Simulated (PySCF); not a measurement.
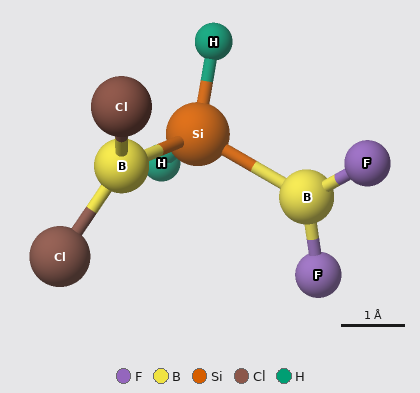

**Figure 1.** The input geometry (ball-and-stick view, seen at a tilt).

**Excited-state calculation, with input and output: B₂SiH₂Cl₂F₂**

B₂SiH₂Cl₂F₂, SMILES FB(F)[SiH2]B(Cl)Cl, computed with TDDFT CAM-B3LYP/def2-SVPD, vertical, gas phase, core orbitals frozen in the response (PySCF 2.14.0).

The geometry comes from this level: PBE0-D3(BJ)/def2-SVP. It belongs to a series of runs on one base structure; here: H on Si replaced by BCl2.

### Input file
```
{"job": {"kind": "uv", "xc": "CAM-B3LYP", "basis": "def2-SVPD", "ip": true, "dynamic": false}, "charge": 0, "multiplicity": 1}
F     -2.121922     1.013794    -0.839904
B     -1.450355    -0.039539    -0.417992
F     -1.771636    -1.200684    -0.955582
Si     0.066387     0.125223     0.928635
B      1.715513     0.399456    -0.208869
Cl     2.211244     2.008496    -0.677139
Cl     2.605757    -0.969284    -0.832339
H     -0.167300     1.299123     1.822729
H      0.176687    -1.131111     1.729720
```

The first line tells a small driver script what to run in PySCF; the rest is the geometry in Å.

Run as:
```bash
OMP_NUM_THREADS=1 python <driver script> task.json out
```

### What the program printed
```
coarse grid: 10456 points
cycle   1  E = -1459.8149079707  dE =  7.044e-01  |g| = 6.767e-01  |ddm| = 3.768e+00
cycle   2  E = -1459.7809638934  dE =  3.394e-02  |g| = 8.765e-01  |ddm| = 1.410e+00
cycle   3  E = -1459.9184104354  dE = -1.374e-01  |g| = 3.739e-02  |ddm| = 7.222e-01
cycle   4  E = -1459.9187927716  dE = -3.823e-04  |g| = 2.007e-02  |ddm| = 1.152e-01
cycle   5  E = -1459.9188909125  dE = -9.814e-05  |g| = 6.271e-03  |ddm| = 3.312e-02
cycle   6  E = -1459.9189017252  dE = -1.081e-05  |g| = 1.254e-03  |ddm| = 1.070e-02
cycle   7  E = -1459.9189023899  dE = -6.647e-07  |g| = 2.784e-04  |ddm| = 2.924e-03
final grid: 91792 points
cycle   8  E = -1460.0785926700  dE = -3.191e-05  |g| = 2.258e-03  |ddm| = 4.310e-02
cycle   9  E = -1460.0785931011  dE = -4.310e-07  |g| = 1.894e-03  |ddm| = 4.866e-03
cycle  10  E = -1460.0785937379  dE = -6.368e-07  |g| = 3.812e-04  |ddm| = 2.017e-03
cycle  11  E = -1460.0785937615  dE = -2.369e-08  |g| = 1.194e-04  |ddm| = 4.533e-04
cycle  12  E = -1460.0785937643  dE = -2.793e-09  |g| = 2.530e-05  |ddm| = 1.486e-04
cycle  13  E = -1460.0785937645  dE = -1.503e-10  |g| = 8.230e-06  |ddm| = 3.278e-05
```

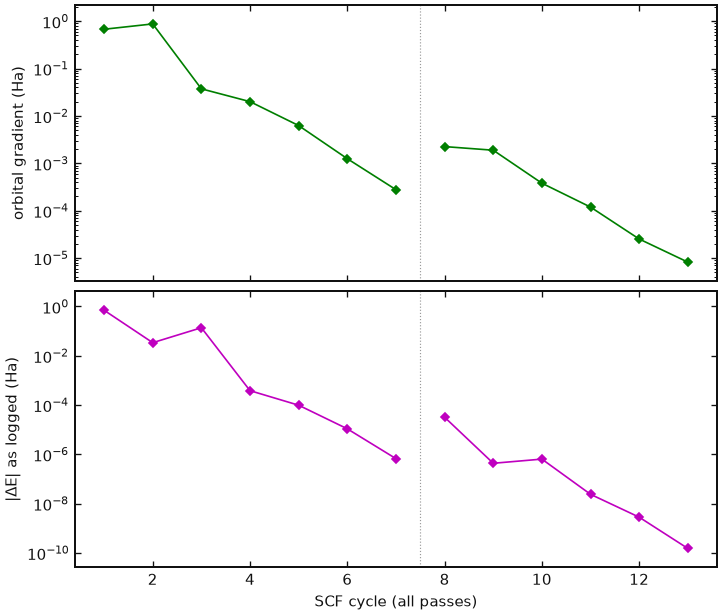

**Figure 2.** Convergence of the self-consistent field: orbital gradient and size of the energy change against the SCF cycle. The dotted line marks the change from a coarse to the final integration grid. The first 7 cycles use a coarse grid, the final grid takes over at cycle 8, and the field converges after 13 cycles in all.

```
converged SCF energy = -1460.0785937645

Static polarisability (au): isotropic 83.675, principal 71.063 88.491 91.470

Singlet excitations
state   eV       nm        f      main configurations
  1   4.7039    263.6   0.01726   H->L 0.93
  2   5.5835    222.1   0.00004   H-1->L 0.93
  3   6.2197    199.3   0.10537   H-2->L 0.89
  4   6.6134    187.5   0.09736   H-3->L 0.91
  5   6.8335    181.4   0.02893   H->L+1 0.80
  6   6.9594    178.2   0.00694   H-4->L 0.94
  7   7.5818    163.5   0.00088   H->L+2 0.32, H-2->L+1 0.20, H-6->L 0.16
  8   7.6449    162.2   0.01649   H-6->L 0.61, H->L+2 0.16, H-2->L+1 0.10
  9   7.8461    158.0   0.02412   H->L+3 0.79
 10   7.8575    157.8   0.38559   H->L+2 0.38, H-2->L+1 0.23, H-5->L 0.21

Triplet excitations (Tamm-Dancoff, eV): 3.9255 5.2303 5.4149 5.6573
Vertical ionisation energy (delta-SCF) = 10.6208 eV
Vertical electron affinity (delta-SCF) = 0.8490 eV
```

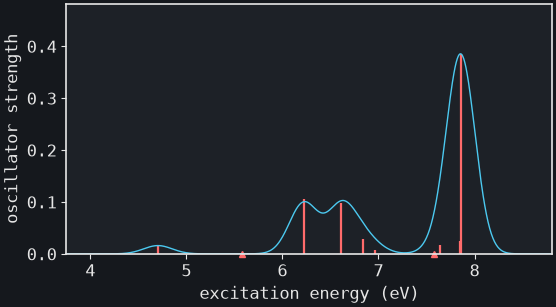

**Figure 3.** Computed excitations as sticks (degenerate states added up, dark ones marked on the axis), with a Gaussian envelope of 0.35 eV full width at half maximum, scaled to the tallest. Of the 10 states the lowest lies at 4.70 eV (f = 0.017); the strongest line is at 7.86 eV, or 158 nm (f = 0.386).

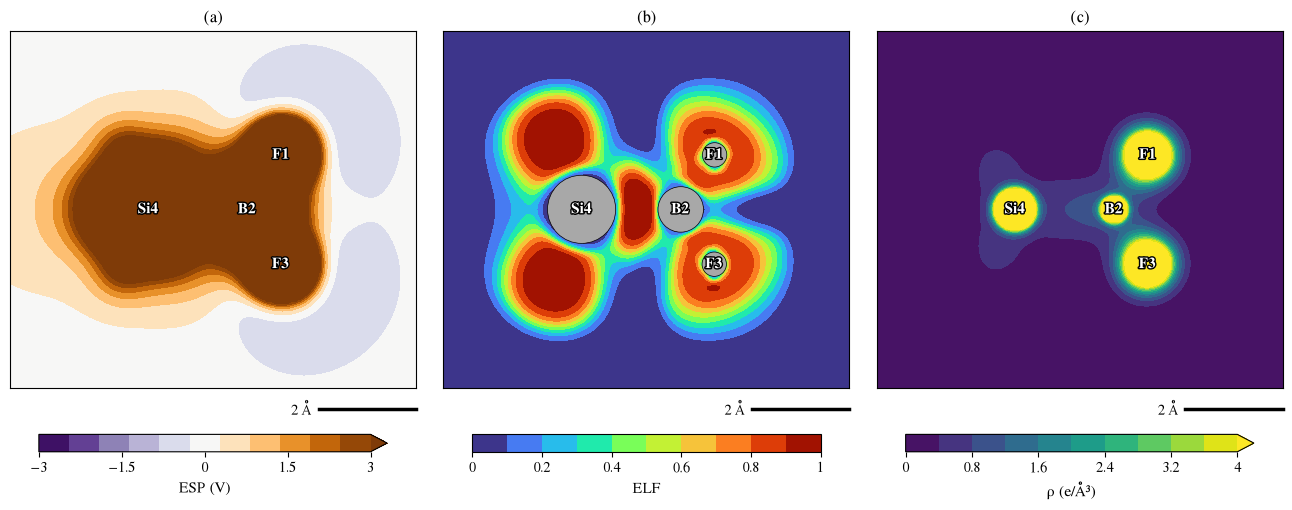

**Figure 4.** (a) electrostatic potential; (b) ELF; (c) total electron density on the plane of atoms F1, B2 and Si4. Grey discs, where drawn, cover atomic cores. The section cuts through F, B and Si sites. Si–B (2.03 Å): ρ at the midpoint is about 0.79 e/Å³; the ELF peaks at about 1 between the atoms, as expected for localised, shared-pair bonding.

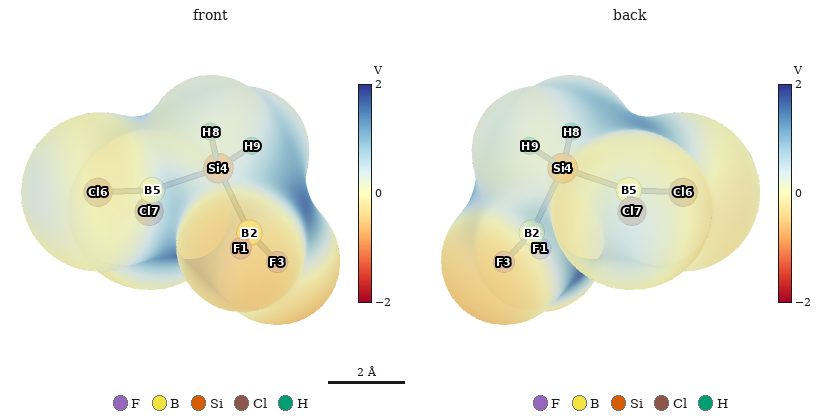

**Figure 5.** The molecular electrostatic potential painted on the density surface at 0.001 e/bohr³, seen at a tilt and from behind; the colour scale runs from red (negative) to blue (positive). A positive charge is drawn to the negative regions and a negative charge to the positive ones.

### Results in brief

```tsv
quantity	value
outcome	converged
total energy	−1460.078594 hartree
HOMO	−9.84 eV
LUMO	−1.44 eV
dipole moment	1.19 D
mean polarisability	83.67 a.u.
vertical ionisation energy	10.62 eV
vertical electron affinity	0.85 eV
lowest singlet excitation	4.70 eV
hardware	1 CPU thread, shared host
wall time	2.9 min
peak memory	0.99 GiB
```
